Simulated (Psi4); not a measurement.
# C2H3In (SMILES C#[C][InH2]): PBE/def2-QZVP (density fitting, core potential, sweep point 5)

What is the vertical ionisation energy of C2H3In at PBE/def2-QZVP (density fitting, core potential, sweep point 5)? 

The calculation is run with Psi4 1.11.

### 1 The molecule

C2H3In: 6 atoms, total charge 0, spin state singlet. As SMILES, `C#[C][InH2]`. The shape is that of a PBE0-D4/def2-TZVP optimisation.

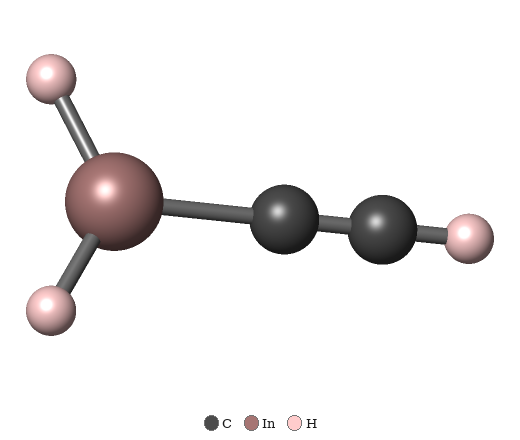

The structure, seen from a chosen angle (carbon dark grey, indium brown, hydrogen pink).

### 2 The energy at PBE/def2-QZVP (density fitting, core potential, sweep point 5)

c2h3in.inp reads:

```
memory 1600 MB

molecule molecule1 {
  0 1
  C     -0.186600    -1.928000     0.015100
  C     -0.070400    -0.723400     0.005900
  In     0.131900     1.363900    -0.010600
  H     -0.289000    -2.989600     0.023300
  H      0.673500     2.081500    -1.468800
  H     -0.259400     2.195500     1.435000
  units angstrom
  symmetry c1
}

set {
  basis                def2-QZVP
  reference            rks
  puream               true
  scf_type             df
  dft_radial_points    99
  dft_spherical_points 590
}

result, w = energy("pbe", return_wfn=True)
```

On the command line:

```
psi4 -i c2h3in.inp -o c2h3in.out -n 1
```

c2h3in.out (excerpt; [...] marks lines left out):

```text
[...]
    !!!  WARNING: ECP capability is in beta. Please check occupations closely.  !!!
[...]
  Running in c1 symmetry.
[...]
  Nuclear repulsion =   91.358346393140707
[...]
  Multiplicity = 1
[...]
  Nalpha       = 18
  Nbeta        = 18
[...]
    Number of basis functions: 286
[...]
   @DF-RKS iter   1:  -267.37681850829165   -6.19121e-01   3.85477e-03 DIIS/ADIIS
[...]
   @DF-RKS iter  10:  -267.97862935277686   -5.71798e-08   2.85322e-07 DIIS
[...]
    Orbital Energies [Eh]
    ---------------------
    Doubly Occupied:
       1A     -9.882667     2A     -9.877436     3A     -4.487299
       4A     -2.936068     5A     -2.923748     6A     -2.923340
       7A     -0.704695     8A     -0.697373     9A     -0.695322
      10A     -0.694402    11A     -0.692197    12A     -0.661125
      13A     -0.482905    14A     -0.407882    15A     -0.294354
      16A     -0.277550    17A     -0.255429    18A     -0.242953
[...]
  @DF-RKS Final Energy:  -267.97862935277686
   => Energetics <=
    Nuclear Repulsion Energy =             91.3583463931407067
    One-Electron Energy =                -620.3313465585274571
    Two-Electron Energy =                 289.4541956072542348
    DFT Exchange-Correlation Energy =     -28.4598247946442804
    Empirical Dispersion Energy =           0.0000000000000000
    VV10 Nonlocal Energy =                  0.0000000000000000
    Total Energy =                       -267.9786293527768635
[...]
 Multipole Moments:
 ------------------------------------------------------------------------------------
     Multipole            Electronic (a.u.)      Nuclear  (a.u.)        Total (a.u.)
 ------------------------------------------------------------------------------------
 L = 1.  Multiply by 2.5417464519 to convert [e a0] to [Debye]
 Dipole X            :          3.3000969           -3.2900290            0.0100679
 Dipole Y            :         34.0974738          -33.9949526            0.1025212
 Dipole Z            :         -0.2664082            0.2657071           -0.0007011
 Magnitude           :                                                    0.1030168
[...]
```

Wall time 38 s (1 thread of Intel Xeon Platinum 8488C (Sapphire Rapids), shared host); peak memory 1.1 GiB.

### 3 The doublet cation, same level

input.in reads:

```
memory 1.6 GB

molecule molecule1 {
  1 2
  C     -0.186600    -1.928000     0.015100
  C     -0.070400    -0.723400     0.005900
  In     0.131900     1.363900    -0.010600
  H     -0.289000    -2.989600     0.023300
  H      0.673500     2.081500    -1.468800
  H     -0.259400     2.195500     1.435000
  symmetry c1
}

set {
  basis def2-QZVP
  reference uks
  puream true
  scf_type df
  dft_radial_points 99
  dft_spherical_points 590
  maxiter 100
}

E, wfn = energy('pbe', return_wfn=True)
```

On the command line:

```
psi4 input.in input.out -n 1
```

input.out (excerpt; [...] marks lines left out):

```text
[...]
  Running in c1 symmetry.
[...]
  Nuclear repulsion =   91.358346393140707
[...]
  Multiplicity = 2
[...]
  Nalpha       = 18
  Nbeta        = 17
[...]
    Number of basis functions: 286
[...]
   @DF-UKS iter   1:  -267.07761660478843   -3.19919e-01   3.67037e-03 DIIS/ADIIS
[...]
   @DF-UKS iter  13:  -267.62737315604107   -6.84353e-08   4.63932e-07 DIIS
[...]
   @S^2 Observed:                7.555898626E-01
[...]
    Orbital Energies [Eh]
    ---------------------
    Alpha Occupied:
       1A    -10.141722     2A    -10.128504     3A     -4.715864
       4A     -3.162180     5A     -3.154149     6A     -3.152192
       7A     -0.935425     8A     -0.929046     9A     -0.923017
      10A     -0.921938    11A     -0.920522    12A     -0.911909
      13A     -0.707729    14A     -0.635737    15A     -0.525815
      16A     -0.518999    17A     -0.492363    18A     -0.489765
    Alpha Virtual:
      19A     -0.299328    20A     -0.243368    21A     -0.236707
      22A     -0.198719    23A     -0.166978    24A     -0.132087
      25A     -0.111058    26A     -0.110616    27A     -0.090672
[...]
  @DF-UKS Final Energy:  -267.62737315604107
   => Energetics <=
    Nuclear Repulsion Energy =             91.3583463931407067
    One-Electron Energy =                -611.9525297554716872
    Two-Electron Energy =                 281.1452878028114242
    DFT Exchange-Correlation Energy =     -28.1784775965214749
    Empirical Dispersion Energy =           0.0000000000000000
    VV10 Nonlocal Energy =                  0.0000000000000000
    Total Energy =                       -267.6273731560410738
  UHF NO Occupations:
  HONO-2 :   16  A 1.9989739
  HONO-1 :   17  A 1.9986028
[...]
 Multipole Moments:
 ------------------------------------------------------------------------------------
     Multipole            Electronic (a.u.)      Nuclear  (a.u.)        Total (a.u.)
 ------------------------------------------------------------------------------------
 L = 1.  Multiply by 2.5417464519 to convert [e a0] to [Debye]
 Dipole X            :          3.1867557           -3.2900290           -0.1032732
 Dipole Y            :         32.9248173          -33.9949526           -1.0701353
 Dipole Z            :         -0.2575168            0.2657071            0.0081903
 Magnitude           :                                                    1.0751381
[...]
```

It took 72 s on 1 thread of Intel Xeon Platinum 8488C (Sapphire Rapids), shared host; peak memory 1.1 GiB.

### 4 Outcome

At PBE/def2-QZVP (density fitting, core potential, sweep point 5):

```
                                          quantity          value
                      singlet C2H3In: total energy  -267.97863 Eh
                     singlet C2H3In: dipole moment         0.26 D
                       singlet C2H3In: HOMO energy       -6.61 eV
                       singlet C2H3In: LUMO energy       -2.76 eV
                     singlet C2H3In: HOMO–LUMO gap        3.85 eV
                      doublet cation: total energy  -267.62737 Eh
doublet cation: HOMO energy (highest over α and β)      -13.17 eV
 doublet cation: LUMO energy (lowest over α and β)      -12.47 eV
                              doublet cation: ⟨S²⟩          0.756
vertical ionisation energy (to the doublet cation)       9.558 eV
```

The vertical ionisation energy comes to 9.56 eV (922 kJ/mol). −ε(HOMO) before ionisation, 6.61 eV, is 2.95 eV below this ionisation energy.
